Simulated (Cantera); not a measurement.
Charge: 1 mol SiC, 0.64 mol CO2, a varied amount of H2, held at 2000 K and 10.5 Torr.

These are equilibrium values from Cantera (NASA tables, ideal gas, pure condensed phases), not measurements of a reactor. Candidate condensed phases: C, C6H6, C7H8, C8H18, H2O, Si, SiC, SiO2; 123 gas species. Gases not in the tables: Si2H6 and higher silanes. Equilibrium is a limit: real reactors are often held back by kinetics, nucleation or transport.

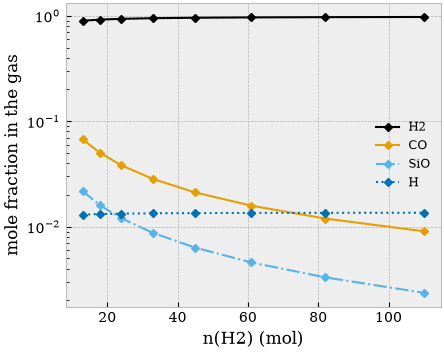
Equilibrium gas composition (values under 1e-9 drawn at 1e-9)

Q: Read off the mole fractions at 110 mol H2.

A: H2 about 0.97, H about 0.014, CO about 0.0090, SiO about 0.0024.
